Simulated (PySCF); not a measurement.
**CoCl₂: one geometry, several methods**

Aim: at the PBE0 minimum of quartet CoCl₂, found before, compare methods on energies and levels.

Computed with PySCF 2.14.0. Level: several methods, basis Co def2-SVP, Cl def2-SVP, no relativity, density fitting.

## (1) Starting geometry

3 atoms, charge 0, spin multiplicity 4.

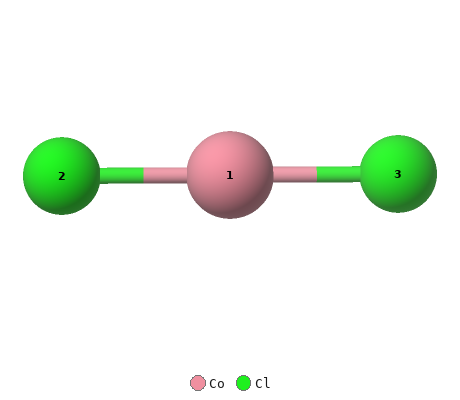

Start geometry, drawn with cobalt pink, chlorine green; atoms are numbered from 1 in the order of the file.

Z-matrix (Å, degrees; charge 0 multiplicity 4):
```
Co
Cl 1 2.1023
Cl 1 2.1023 2 180.00
```

## (2) Fields at the lowest minimum

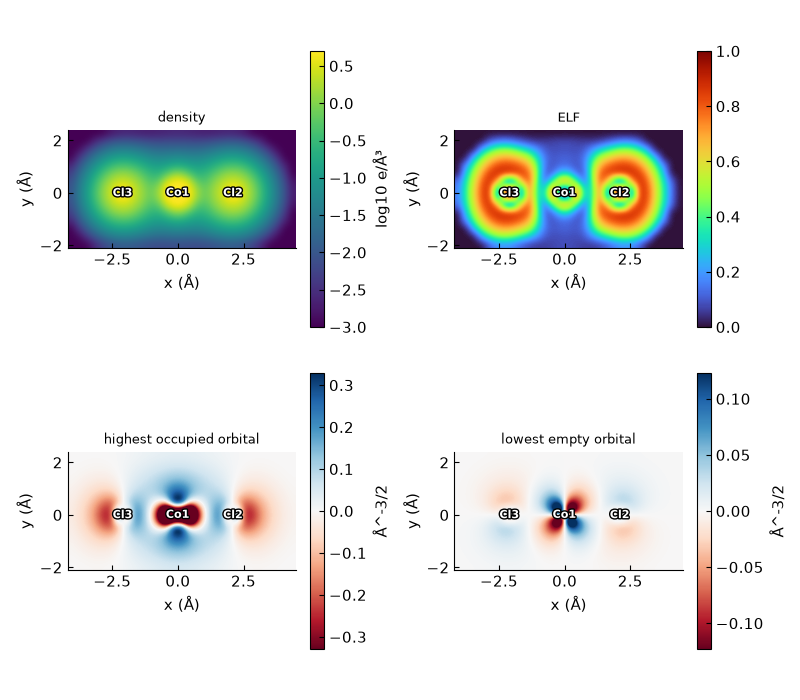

The plane holds Co1 at (0.00, 0.00), Cl2 at (2.10, 0.00), Cl3 at (-2.10, 0.00) Å. ELF is set to 0 where the density is under 0.005 e/Å³; an orbital's overall sign is arbitrary.

Along Co1–Cl2 (2.102 Å) the density is least, 0.69 e/Å³, about 0.95 Å from Co1; ELF there is 0.17.

Making the fields needed 0.6 s of wall time on 2 threads of Arm Neoverse V2, shared host.

## (3) PBE0

One driver script runs all steps and calls PySCF; scf.py shows the equivalent input of each level. Each SCF starts from the density of the minimum. The driver also runs the species with one electron less or more at the same geometry; their logs are not shown.

scf.py

```python
from pyscf import gto, scf, dft
mol = gto.M(atom='''
Co     0.000000     0.000000     0.000000
Cl     2.102257     0.000000     0.000000
Cl    -2.102257     0.000000     0.000000''',
    basis={'Co': 'def2-SVP', 'Cl': 'def2-SVP'},
    charge=0, spin=3)
mf = dft.UKS(mol, xc='PBE0')
mf.grids.atom_grid = (75, 302)
aux = {'Co': 'def2-universal-JKFIT', 'Cl': 'def2-universal-JKFIT'}
mf = mf.density_fit(auxbasis=aux)
mf.conv_tol = 1e-08
mf.diis_space = 10
mf.max_cycle = 60
mf.verbose = 4
mf.kernel()
```

Started as:

```sh
OMP_NUM_THREADS=2 python axn.py task.json out
```

Log:

```text
init E= -2302.26164206682
[... the frontier-level lines of each cycle are left out ...]
cycle= 1 E= -2302.26164206691  delta_E= -8.37e-11  |g|= 3.55e-06  |ddm|= 1.69e-05
Extra cycle  E= -2302.26164206698  delta_E= -7.91e-11  |g|= 3.74e-06  |ddm|= 1.65e-05
converged SCF energy = -2302.26164206698  <S^2> = 3.7570286  2S+1 = 4.0035128
```

This level, with the species of one electron less or more, took 1.6 s.

* energy: -2302.261642 Eh
* one electron less (charge +1): -2301.876781 Eh (quintet, ⟨S²⟩ 6.01)
* one electron more (charge -1): -2302.325905 Eh (triplet, ⟨S²⟩ 2.05)
* Mulliken charge of Co1: +0.62 e

## (4) HF

scf.py, as its differences from that of step 3:

```diff
@@ -8,2 +8 @@
-mf = dft.UKS(mol, xc='PBE0')
-mf.grids.atom_grid = (75, 302)
+mf = scf.UHF(mol)
```

Log:

```text
init E= -2300.00302763655
[... the frontier-level lines of each cycle are left out ...]
cycle= 1 E= -2300.04714336457  delta_E= -0.0441  |g|= 0.0775  |ddm|= 0.298
cycle= 2 E= -2300.05386365781  delta_E= -0.00672  |g|= 0.0314  |ddm|= 0.116
cycle= 3 E= -2300.05513771059  delta_E= -0.00127  |g|= 0.0171  |ddm|= 0.0472
cycle= 4 E= -2300.05550581964  delta_E= -0.000368  |g|= 0.00431  |ddm|= 0.0339
cycle= 5 E= -2300.0555351913  delta_E= -2.94e-05  |g|= 0.0015  |ddm|= 0.00984
cycle= 6 E= -2300.05553940219  delta_E= -4.21e-06  |g|= 0.000602  |ddm|= 0.00412
cycle= 7 E= -2300.05554022391  delta_E= -8.22e-07  |g|= 0.00023  |ddm|= 0.00239
cycle= 8 E= -2300.05554033131  delta_E= -1.07e-07  |g|= 8.12e-05  |ddm|= 0.000935
cycle= 9 E= -2300.05554034434  delta_E= -1.3e-08  |g|= 2.01e-05  |ddm|= 0.000359
cycle= 10 E= -2300.05554034503  delta_E= -6.94e-10  |g|= 9.41e-06  |ddm|= 8.64e-05
Extra cycle  E= -2300.05554034508  delta_E= -4.96e-11  |g|= 4.69e-06  |ddm|= 1.45e-05
converged SCF energy = -2300.05554034508  <S^2> = 3.7588866  2S+1 = 4.0044408
```

This level, with the species of one electron less or more, took 1.3 s.

* energy: -2300.055540 Eh
* one electron less (charge +1): -2299.625619 Eh (quintet, ⟨S²⟩ 6.03)
* one electron more (charge -1): -2300.053820 Eh (triplet, ⟨S²⟩ 2.67)
* Mulliken charge of Co1: +0.92 e

## (5) PBE

scf.py, as its differences from that of step 4:

```diff
@@ -8 +8,2 @@
-mf = scf.UHF(mol)
+mf = dft.UKS(mol, xc='PBE')
+mf.grids.atom_grid = (75, 302)
```

Log:

```text
init E= -2302.16377110312
[... the frontier-level lines of each cycle are left out ...]
cycle= 1 E= -2302.13671129871  delta_E= 0.0271  |g|= 0.285  |ddm|= 0.432
cycle= 2 E= -2301.50404439579  delta_E= 0.633  |g|= 1.25  |ddm|= 1.27
cycle= 3 E= -2302.15938224684  delta_E= -0.655  |g|= 0.16  |ddm|= 0.983
cycle= 4 E= -2302.17344156951  delta_E= -0.0141  |g|= 0.0336  |ddm|= 0.223
cycle= 5 E= -2302.17413778875  delta_E= -0.000696  |g|= 0.00399  |ddm|= 0.0442
cycle= 6 E= -2302.17414434471  delta_E= -6.56e-06  |g|= 0.00118  |ddm|= 0.00266
cycle= 7 E= -2302.1741450846  delta_E= -7.4e-07  |g|= 7.14e-05  |ddm|= 0.00112
cycle= 8 E= -2302.17414508652  delta_E= -1.92e-09  |g|= 4.53e-05  |ddm|= 0.000121
Extra cycle  E= -2302.17414505496  delta_E= 3.16e-08  |g|= 0.000279  |ddm|= 0.000253
converged SCF energy = -2302.17414505496  <S^2> = 3.7564351  2S+1 = 4.0032163
```

This level, with the species of one electron less or more, took 4.4 s.

| Property | Result |
| --- | --- |
| energy | -2302.174145 Eh |
| one electron less (charge +1) | -2301.819009 Eh (quintet, ⟨S²⟩ 6.00) |
| one electron more (charge -1) | -2302.235693 Eh (triplet, ⟨S²⟩ 2.02) |
| Mulliken charge of Co1 | +0.45 e |

## (6) B3LYP

scf.py, as its differences from that of step 5:

```diff
@@ -8 +8 @@
-mf = dft.UKS(mol, xc='PBE')
+mf = dft.UKS(mol, xc='B3LYP')
```

Log:

```text
init E= -2302.85700612778
[... the frontier-level lines of each cycle are left out ...]
cycle= 1 E= -2302.85795453009  delta_E= -0.000948  |g|= 0.0204  |ddm|= 0.0889
cycle= 2 E= -2302.85695035381  delta_E= 0.001  |g|= 0.0537  |ddm|= 0.0656
cycle= 3 E= -2302.85816654739  delta_E= -0.00122  |g|= 0.00441  |ddm|= 0.0448
cycle= 4 E= -2302.85817369879  delta_E= -7.15e-06  |g|= 0.00219  |ddm|= 0.00385
cycle= 5 E= -2302.85817618871  delta_E= -2.49e-06  |g|= 0.000578  |ddm|= 0.0032
cycle= 6 E= -2302.85817634253  delta_E= -1.54e-07  |g|= 3.6e-05  |ddm|= 0.00073
cycle= 7 E= -2302.85817634287  delta_E= -3.39e-10  |g|= 4.76e-05  |ddm|= 0.000122
Extra cycle  E= -2302.85817633583  delta_E= 7.05e-09  |g|= 0.000138  |ddm|= 0.00017
converged SCF energy = -2302.85817633583  <S^2> = 3.7576716  2S+1 = 4.003834
```

This level, with the species of one electron less or more, needed 4.3 s of wall time on 2 threads of Arm Neoverse V2, shared host.

| Quantity | Value |
| --- | --- |
| energy | -2302.858176 Eh |
| one electron less (charge +1) | -2302.479188 Eh (quintet, ⟨S²⟩ 6.01) |
| one electron more (charge -1) | -2302.924556 Eh (triplet, ⟨S²⟩ 2.04) |
| Mulliken charge of Co1 | +0.56 e |

## (7) r2SCAN

scf.py, as its differences from that of step 6:

```diff
@@ -8,2 +8,2 @@
-mf = dft.UKS(mol, xc='B3LYP')
-mf.grids.atom_grid = (75, 302)
+mf = dft.UKS(mol, xc='R2SCAN')
+mf.grids.atom_grid = (90, 434)
```

Log:

```text
init E= -2302.7271843588
[... the frontier-level lines of each cycle are left out ...]
cycle= 1 E= -2302.72421609982  delta_E= 0.00297  |g|= 0.112  |ddm|= 0.193
cycle= 2 E= -2302.65834402987  delta_E= 0.0659  |g|= 0.405  |ddm|= 0.427
cycle= 3 E= -2302.7297284239  delta_E= -0.0714  |g|= 0.0173  |ddm|= 0.32
cycle= 4 E= -2302.72990592724  delta_E= -0.000178  |g|= 0.00549  |ddm|= 0.0317
cycle= 5 E= -2302.72992449305  delta_E= -1.86e-05  |g|= 0.000669  |ddm|= 0.00726
cycle= 6 E= -2302.72992489787  delta_E= -4.05e-07  |g|= 0.000265  |ddm|= 0.00111
cycle= 7 E= -2302.72992523737  delta_E= -3.4e-07  |g|= 0.000242  |ddm|= 0.00133
cycle= 8 E= -2302.72992492522  delta_E= 3.12e-07  |g|= 0.000269  |ddm|= 0.0012
cycle= 9 E= -2302.7299233316  delta_E= 1.59e-06  |g|= 0.000184  |ddm|= 0.0114
cycle= 10 E= -2302.72992330706  delta_E= 2.45e-08  |g|= 7.24e-06  |ddm|= 0.00206
cycle= 11 E= -2302.72992330732  delta_E= -2.61e-10  |g|= 6.01e-06  |ddm|= 8.73e-05
Extra cycle  E= -2302.7299233075  delta_E= -1.81e-10  |g|= 1.05e-05  |ddm|= 4.64e-05
converged SCF energy = -2302.7299233075  <S^2> = 3.757134  2S+1 = 4.0035654
```

This level, with the species of one electron less or more, took 13 s.

- energy: -2302.729923 Eh
- one electron less (charge +1): -2302.363378 Eh (quintet, ⟨S²⟩ 6.01)
- one electron more (charge -1): -2302.794732 Eh (triplet, ⟨S²⟩ 2.03)
- Mulliken charge of Co1: +0.59 e

## (8) TPSSh

scf.py, as its differences from that of step 7:

```diff
@@ -8 +8 @@
-mf = dft.UKS(mol, xc='R2SCAN')
+mf = dft.UKS(mol, xc='TPSSH')
```

Log:

```text
init E= -2302.84551420371
[... the frontier-level lines of each cycle are left out ...]
cycle= 1 E= -2302.84653635609  delta_E= -0.00102  |g|= 0.026  |ddm|= 0.0926
cycle= 2 E= -2302.84403894435  delta_E= 0.0025  |g|= 0.079  |ddm|= 0.0969
cycle= 3 E= -2302.84687161229  delta_E= -0.00283  |g|= 0.0089  |ddm|= 0.0697
cycle= 4 E= -2302.8468940406  delta_E= -2.24e-05  |g|= 0.00398  |ddm|= 0.00854
cycle= 5 E= -2302.84690106509  delta_E= -7.02e-06  |g|= 0.000529  |ddm|= 0.00393
cycle= 6 E= -2302.84690118062  delta_E= -1.16e-07  |g|= 8.84e-05  |ddm|= 0.0004
cycle= 7 E= -2302.8469011841  delta_E= -3.48e-09  |g|= 4.2e-05  |ddm|= 0.000143
Extra cycle  E= -2302.84690117518  delta_E= 8.92e-09  |g|= 0.000152  |ddm|= 0.000163
converged SCF energy = -2302.84690117518  <S^2> = 3.7547677  2S+1 = 4.0023831
```

This level, with the species of one electron less or more, took 11 s.

| Quantity | Value |
| --- | --- |
| energy | -2302.846901 Eh |
| one electron less (charge +1) | -2302.475297 Eh (quintet, ⟨S²⟩ 6.01) |
| one electron more (charge -1) | -2302.909142 Eh (triplet, ⟨S²⟩ 2.03) |
| Mulliken charge of Co1 | +0.60 e |

## (9) B97-3

scf.py, as its differences from that of step 8:

```diff
@@ -8,2 +8,2 @@
-mf = dft.UKS(mol, xc='TPSSH')
-mf.grids.atom_grid = (90, 434)
+mf = dft.UKS(mol, xc='HYB_GGA_XC_B97_3')
+mf.grids.atom_grid = (75, 302)
```

Log:

```text
init E= -2302.5368890899
[... the frontier-level lines of each cycle are left out ...]
cycle= 1 E= -2302.5369519116  delta_E= -6.28e-05  |g|= 0.0137  |ddm|= 0.0335
cycle= 2 E= -2302.53691363988  delta_E= 3.83e-05  |g|= 0.0183  |ddm|= 0.0259
cycle= 3 E= -2302.53701380354  delta_E= -0.0001  |g|= 0.00511  |ddm|= 0.0144
cycle= 4 E= -2302.53702702535  delta_E= -1.32e-05  |g|= 0.000514  |ddm|= 0.00578
cycle= 5 E= -2302.53702720301  delta_E= -1.78e-07  |g|= 0.000106  |ddm|= 0.00105
cycle= 6 E= -2302.53702721003  delta_E= -7.02e-09  |g|= 2.46e-05  |ddm|= 0.000178
Extra cycle  E= -2302.53702720957  delta_E= 4.67e-10  |g|= 4.77e-05  |ddm|= 6.98e-05
converged SCF energy = -2302.53702720957  <S^2> = 3.7576139  2S+1 = 4.0038051
```

This level, with the species of one electron less or more, took 3.4 s.

* energy: -2302.537027 Eh
* one electron less (charge +1): -2302.151006 Eh (quintet, ⟨S²⟩ 6.01)
* one electron more (charge -1): -2302.596762 Eh (triplet, ⟨S²⟩ 2.04)
* Mulliken charge of Co1: +0.64 e

## (10) TPSS

scf.py, as its differences from that of step 9:

```diff
@@ -8,2 +8,2 @@
-mf = dft.UKS(mol, xc='HYB_GGA_XC_B97_3')
-mf.grids.atom_grid = (75, 302)
+mf = dft.UKS(mol, xc='TPSS')
+mf.grids.atom_grid = (90, 434)
```

Log:

```text
init E= -2302.87655361145
[... the frontier-level lines of each cycle are left out ...]
cycle= 1 E= -2302.8740402796  delta_E= 0.00251  |g|= 0.129  |ddm|= 0.26
cycle= 2 E= -2302.76148134811  delta_E= 0.113  |g|= 0.523  |ddm|= 0.551
cycle= 3 E= -2302.8812034529  delta_E= -0.12  |g|= 0.0363  |ddm|= 0.408
cycle= 4 E= -2302.88205219471  delta_E= -0.000849  |g|= 0.00759  |ddm|= 0.0602
cycle= 5 E= -2302.88208394134  delta_E= -3.17e-05  |g|= 0.00229  |ddm|= 0.00878
cycle= 6 E= -2302.8820863832  delta_E= -2.44e-06  |g|= 0.000259  |ddm|= 0.0018
cycle= 7 E= -2302.88208640491  delta_E= -2.17e-08  |g|= 0.000207  |ddm|= 0.000468
cycle= 8 E= -2302.88208642473  delta_E= -1.98e-08  |g|= 6.06e-06  |ddm|= 0.000188
cycle= 9 E= -2302.8820864249  delta_E= -1.73e-10  |g|= 4.94e-06  |ddm|= 4.78e-05
Extra cycle  E= -2302.88208642491  delta_E= -5.91e-12  |g|= 1.72e-05  |ddm|= 3.59e-05
converged SCF energy = -2302.88208642491  <S^2> = 3.7541899  2S+1 = 4.0020944
```

This level, with the species of one electron less or more, needed 13 s of wall time on 2 threads of Arm Neoverse V2, shared host.

* energy: -2302.882086 Eh
* one electron less (charge +1): -2302.521879 Eh (quintet, ⟨S²⟩ 6.00)
* one electron more (charge -1): -2302.942985 Eh (triplet, ⟨S²⟩ 2.02)
* Mulliken charge of Co1: +0.54 e

## (11) All levels side by side

| level | atomisation energy (kJ/mol) | vertical ionisation energy (eV) | vertical electron affinity (eV) | −ε(HOMO) (eV) | gap (eV) | wall time |
| --- | --- | --- | --- | --- | --- | --- |
| PBE0 | 769 | 10.47 | 1.75 | 8.82 | 5.11 | 1.6 s |
| HF | 541 | 11.70 | -0.05 | 12.08 | 13.33 | 1.3 s |
| PBE | 844 | 9.66 | 1.67 | 6.32 | 0.71 | 4.4 s |
| B3LYP | 739 | 10.31 | 1.81 | 8.34 | 4.22 | 4.3 s |
| r2SCAN | – | 9.97 | 1.76 | 6.96 | 1.78 | 13 s |
| TPSSh | 803 | 10.11 | 1.69 | 7.66 | 3.09 | 11 s |
| B97-3 | – | 10.50 | 1.63 | 8.82 | 5.32 | 3.4 s |
| TPSS | – | 9.80 | 1.66 | 6.66 | 1.28 | 13 s |

Times are for 2 threads of Arm Neoverse V2, shared host; PBE0 starts from its own converged density, so its time is not comparable. A dash stands where a species or a free atom was not run at that level, or the quantity is not defined.

Atomisation goes to high-spin atoms in their ground configurations, run at the same level, without zero-point energy.

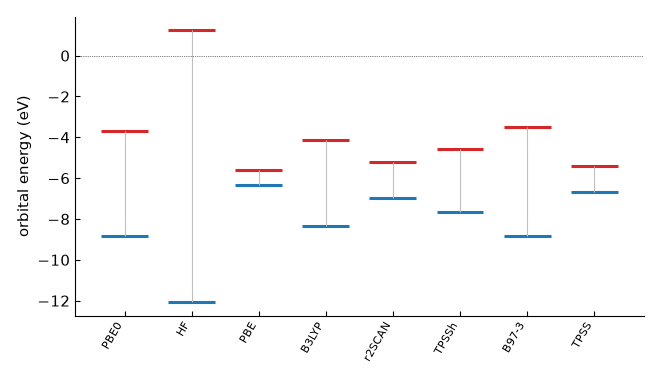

Highest occupied (blue) and lowest empty (red) levels by method.

## (12) Results

```
                         quantity                          value
        atomisation energy, range   541 (HF) to 844 (PBE) kJ/mol
vertical ionisation energy, range    9.66 (PBE) to 11.70 (HF) eV
vertical electron affinity, range  -0.05 (HF) to 1.81 (B3LYP) eV
               orbital gap, range    0.71 (PBE) to 13.33 (HF) eV
```

**Reading.** The atomisation energy spreads over 303 kJ/mol, from HF to PBE; without a CCSD(T) value for it there is no yardstick here. Spin contamination is strong in at least one of the open-shell species at HF. Without diffuse functions electron affinities tend to come out too low. This is the lowest SCF solution found for this spin; with open d or f shells other occupations or spin states may lie lower.
